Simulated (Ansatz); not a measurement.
A series of calculations on H6C2O

### Relaxation

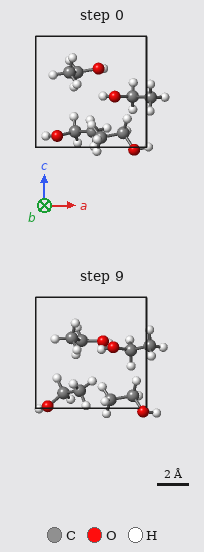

The structure of an amorphous cell of composition H₆C₂O before (top) and after (bottom) a relaxation, at one scale.

The picture is a ball-and-stick view of the cell of the calculation, seen along the b axis.

The cell holds 4 CH3CH2OH. The run prepares the start of a later molecular dynamics calculation, from a guessed geometry.

These are results of DFT PBE-D3(BJ), scalar-relativistic, plane waves, PAW (Ansatz), not measurements.

The input:
```yaml
accuracy: low
crystal:
  lattice:
    - [7.293633, 0.0, 0.0]
    - [0.0, 7.293633, 0.0]
    - [0.0, 0.0, 7.293633]
  atoms:
    - { symbol: C, position: [0.3047126, 0.8442156, 0.6758988] }
    - { symbol: C, position: [0.3748244, 1.0392912, 0.6769711] }
    - { symbol: O, position: [0.5675635, 1.0310032, 0.709426] }
    - { symbol: H, position: [0.6138233, 1.1558814, 0.7103411] }
    - { symbol: H, position: [0.3452162, 1.1058073, 0.5450054] }
    - { symbol: H, position: [0.3054322, 1.118789, 0.7845854] }
    - { symbol: H, position: [0.1568384, 0.8412397, 0.6515045] }
    - { symbol: H, position: [0.3729652, 0.7658284, 0.5681816] }
    - { symbol: H, position: [0.3332284, 0.7787948, 0.8074775] }
    - { symbol: C, position: [1.0377936, 0.3667129, 0.4503718] }
    - { symbol: C, position: [0.8748697, 0.4946436, 0.4581697] }
    - { symbol: O, position: [0.7140768, 0.3832273, 0.4566084] }
    - { symbol: H, position: [0.6086001, 0.4643766, 0.4615916] }
    - { symbol: H, position: [0.8808975, 0.5788022, 0.5830576] }
    - { symbol: H, position: [0.876699, 0.5882665, 0.3400707] }
    - { symbol: H, position: [1.1660792, 0.4442558, 0.4511754] }
    - { symbol: H, position: [1.0363367, 0.2746378, 0.5683804] }
    - { symbol: H, position: [1.0321432, 0.2840908, 0.3256816] }
    - { symbol: C, position: [0.5146135, 0.5903638, 0.1421288] }
    - { symbol: C, position: [0.3560848, 0.72393, 0.1420288] }
    - { symbol: O, position: [0.1944893, 0.6214316, 0.1013921] }
    - { symbol: H, position: [0.0918219, 0.7062529, 0.1010421] }
    - { symbol: H, position: [0.344835, 0.7912246, 0.2764196] }
    - { symbol: H, position: [0.3789583, 0.8315477, 0.039018] }
    - { symbol: H, position: [0.6432941, 0.660952, 0.1726144] }
    - { symbol: H, position: [0.4921648, 0.4842734, 0.2453123] }
    - { symbol: H, position: [0.5262476, 0.5245486, 0.0081923] }
    - { symbol: C, position: [0.5884239, 0.1224355, 0.0883216] }
    - { symbol: C, position: [0.7902499, 0.1464703, 0.1290629] }
    - { symbol: O, position: [0.8888314, 0.0730531, -0.0231277] }
    - { symbol: H, position: [1.0187851, 0.0879295, 0.001894] }
    - { symbol: H, position: [0.8222236, 0.2924551, 0.1486113] }
    - { symbol: H, position: [0.8264076, 0.0745077, 0.2564599] }
    - { symbol: H, position: [0.5049688, 0.1763719, 0.2005573] }
    - { symbol: H, position: [0.5525817, 0.1949641, -0.0376185] }
    - { symbol: H, position: [0.5567607, -0.0227247, 0.0701022] }
basis:
  ecutwfc: 420.0
kpoints:
  mp_grid: { grid: [1, 1, 1] }
hamiltonian:
  xc: pbe
  dispersion: d3bj
scf:
  occupations: { method: fermi_dirac, width: 0.05 }
  lower_state_search: "off"
relax:
  f_tol: 0.3
  max_steps: 15
  adjacent_minimum: "off"
output:
  write_density: true
  write_potential: true
  elf: true
  volumetric_format: npy
```

Run as
```bash
ansatz run input.yaml --threads 1 --pin off --max-ram 3072MiB --backend cpu --events-out ev --progress --plain --runs-dir out
```

Question: Describe what moved and what it gained.

Answer: After 8 accepted moves (9 points after the start) the energy has fallen by 1.154 eV per cell of the calculation. Largest force component: 0.55 eV/Å at the start, 0.21 eV/Å at the end. 1 step only repeated the SCF at the same geometry. The forces were under the threshold at step 1, but the run went on from there. The largest move is that of H26, 1.14 Å roughly along −a. Largest moves by element: H 1.14 Å, O 0.94 Å, C 0.86 Å. The cell stays as it was. Some distances before and after: C29–O30 1.427 → 1.451 Å, C11–O12 1.427 → 1.444 Å, O21–H22 0.971 → 0.987 Å, O3–H4 0.971 → 0.981 Å. Bond angles that change, for instance: C20–O21–H22 107.7° → 105.0°, C19–C20–O21 107.1° → 109.7°, C2–C1–H9 110.0° → 112.1°. The run took 18 s on 1 thread of Intel(R) Xeon(R) Platinum 8488C (Sapphire Rapids), with other jobs on the host, peak memory 0.46 GiB.

Limits of the set-up: the program's low-accuracy preset was used; the periodic images lie only 7.3 Å apart, so the values are limited by the cell's size.

### Dynamics

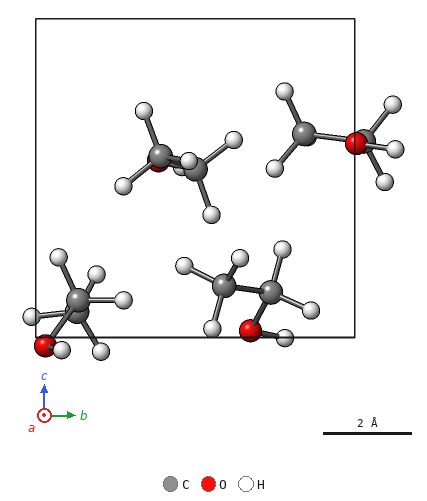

Starting frame of a dynamics run of a periodic cell with 4 CH3CH2OH at 0.789 g/cm³. Style: ball-and-stick. Shown: the simulation cell, along the a axis.

Method: DFT PBE-D3(BJ), scalar-relativistic, plane waves, PAW in Ansatz.

The input:
```yaml
accuracy: low
crystal:
  lattice:
    - [7.293633, 0.0, 0.0]
    - [0.0, 7.293633, 0.0]
    - [0.0, 0.0, 7.293633]
  atoms:
    - { symbol: C, position: [0.32522508, 0.83827494, 0.63463431] }
    - { symbol: C, position: [0.41456605, 1.0249059, 0.61110019] }
    - { symbol: O, position: [0.60794792, 1.00209998, 0.60441794] }
    - { symbol: H, position: [0.66222117, 1.12380356, 0.58642673] }
    - { symbol: H, position: [0.36349438, 1.09083915, 0.48384068] }
    - { symbol: H, position: [0.37470526, 1.11588845, 0.72656199] }
    - { symbol: H, position: [0.17513706, 0.84847079, 0.62466116] }
    - { symbol: H, position: [0.37327805, 0.74576125, 0.52595998] }
    - { symbol: H, position: [0.35760715, 0.77642927, 0.76793925] }
    - { symbol: C, position: [1.03072012, 0.38743195, 0.5650128] }
    - { symbol: C, position: [0.85893348, 0.49696839, 0.52384824] }
    - { symbol: O, position: [0.70133457, 0.38020676, 0.55042961] }
    - { symbol: H, position: [0.59290871, 0.45429153, 0.53067297] }
    - { symbol: H, position: [0.84907534, 0.61699895, 0.61580305] }
    - { symbol: H, position: [0.86168504, 0.54708167, 0.38065374] }
    - { symbol: H, position: [1.15109216, 0.47587026, 0.54970398] }
    - { symbol: H, position: [1.02856624, 0.33488278, 0.70657326] }
    - { symbol: H, position: [1.04487277, 0.27051476, 0.47050861] }
    - { symbol: C, position: [0.39721336, 0.58666228, 0.15790351] }
    - { symbol: C, position: [0.25135344, 0.7334279, 0.13722966] }
    - { symbol: O, position: [0.1090717, 0.66925582, 0.017082] }
    - { symbol: H, position: [0.03125832, 0.77753013, -0.00605195] }
    - { symbol: H, position: [0.19296463, 0.76975312, 0.27205216] }
    - { symbol: H, position: [0.31618431, 0.85926843, 0.08039327] }
    - { symbol: H, position: [0.51060147, 0.63653725, 0.24470568] }
    - { symbol: H, position: [0.33899264, 0.46171019, 0.22031948] }
    - { symbol: H, position: [0.4547333, 0.54975858, 0.02330716] }
    - { symbol: C, position: [0.67346802, 0.12503801, 0.07695264] }
    - { symbol: C, position: [0.8778047, 0.12921066, 0.1127215] }
    - { symbol: O, position: [0.97010964, 0.02609851, -0.03028387] }
    - { symbol: H, position: [1.0920842, 0.07703789, -0.04390099] }
    - { symbol: H, position: [0.92953701, 0.27126907, 0.11253424] }
    - { symbol: H, position: [0.90851926, 0.06736924, 0.24746795] }
    - { symbol: H, position: [0.60073864, 0.18640906, 0.19360811] }
    - { symbol: H, position: [0.63933141, 0.20010898, -0.04868956] }
    - { symbol: H, position: [0.6265054, -0.01731429, 0.06081052] }
basis:
  ecutwfc: 420.0
kpoints:
  mp_grid: { grid: [1, 1, 1] }
hamiltonian:
  xc: pbe
  dispersion: d3bj
scf:
  occupations: { method: fermi_dirac, width: 0.05 }
  lower_state_search: "off"
md:
  timestep: 0.5
  n_steps: 300
  ensemble: nvt_langevin
  temperature: 500.0
  initial_velocities: maxwell_boltzmann
  seed: 296698
  friction: 0.02
```

Command:
```bash
ansatz run input.yaml --threads 1 --pin off --max-ram 3072MiB --backend cpu --events-out ev --progress --plain --runs-dir out
```

Q: Predict how the run goes.

A: The mean temperature in the second half is 531 K (standard deviation 53 K). The potential energy in the second half lies on average 58.7 meV per atom above the first frame. Root-mean-square distances from the starting positions over the second half, with the common drift of all atoms taken out: H 0.95 Å, O 0.61 Å, C 0.56 Å. The heavy atoms stay within a fraction of a molecule's size of their starting places; so short a run doesn't tell a liquid from a solid.

Along the run (each row but the first and the last is the mean over the interval that it begins):

```csv
time (fs),potential energy (meV/atom),T (K)
0.0,0.0,486
25.0,44.6,480
50.0,50.8,459
75.0,55.9,517
100.0,67.2,541
125.0,53.0,536
150.0,56.4,437
```

The paths of the atoms:

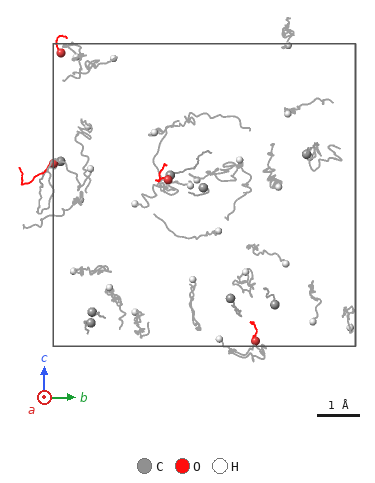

Limits of the set-up: the program's low-accuracy preset was used; the periodic images lie only 7.3 Å apart, so the values are limited by the cell's size.

Cost: 6.7 min on 1 thread of Intel(R) Xeon(R) Platinum 8488C (Sapphire Rapids), on a shared host, peak memory 0.48 GiB.

### Dynamics

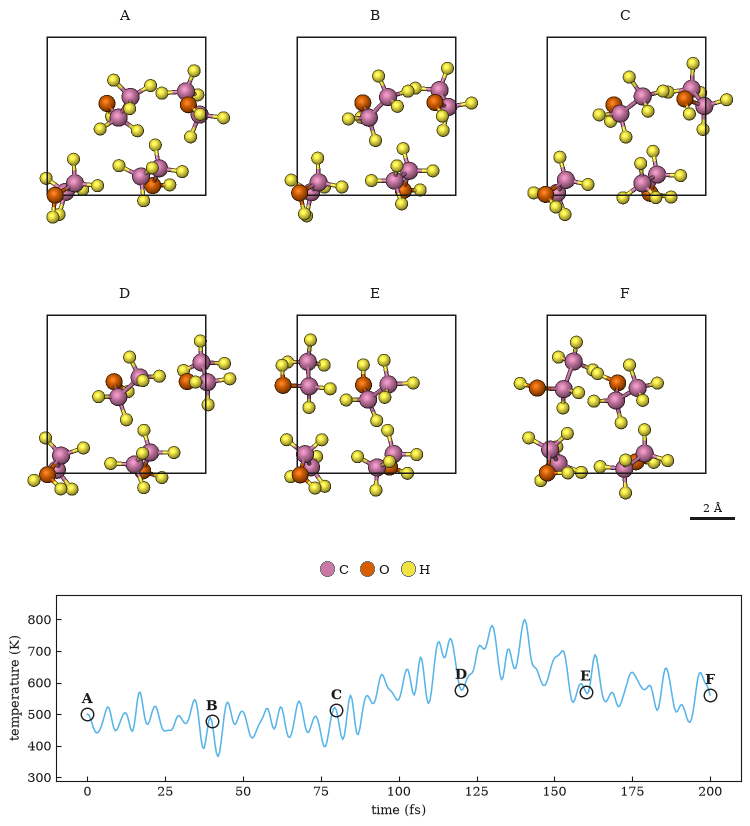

Molecular dynamics of a periodic cell with 4 CH3CH2OH at 0.789 g/cm³, 200 fs long. It starts from the last geometry of an earlier run, with fresh velocities. Frames (A at 0 fs, B at 40 fs, C at 80 fs, D at 120 fs, E at 160 fs, F at 200 fs) and the history of the run. A ball-and-stick model of the simulation cell, seen along the a axis. Atoms that leave the cell re-enter on the other side.

All numbers below come from DFT PBE-D3(BJ), scalar-relativistic, plane waves, PAW (Ansatz). Settings: plane-wave cutoff 420 eV; k-point mesh 1 × 1 × 1; Fermi-Dirac smearing 0.05 eV; low-accuracy preset; Nosé-Hoover thermostat (NVT); set temperature 500 K; time step 0.5 fs; thermostat time 50.0 fs.

> Describe the run.

In the second half of the run the atoms are, in the root-mean-square, this far from where they began (common drift taken out): H 1.22 Å, C 0.90 Å, O 0.69 Å. The heavy atoms stay within a fraction of a molecule's size of their starting places; so short a run doesn't tell a liquid from a solid. The mean temperature in the second half is 621 K (standard deviation 70 K). The potential energy in the second half lies on average 10.6 meV per atom above the first frame. The conserved quantity stays between −0.15 and 0.41 meV per atom of its start. A straight-line fit has a slope that amounts to +0.14 meV per atom over 200 fs (0.2 % of the mean kinetic energy), and the ripple about it is 0.9 % of the kinetic energy's fluctuation. With a drift under 2 % and a ripple under 7 %, the integration is accurate.

Limits of the set-up: the program's low-accuracy preset was used; the periodic images lie only 7.3 Å apart, so the values are limited by the cell's size.

Cost: 8.1 min on 1 thread of Intel(R) Xeon(R) Platinum 8488C (Sapphire Rapids) (shared host), peak memory 0.49 GiB.
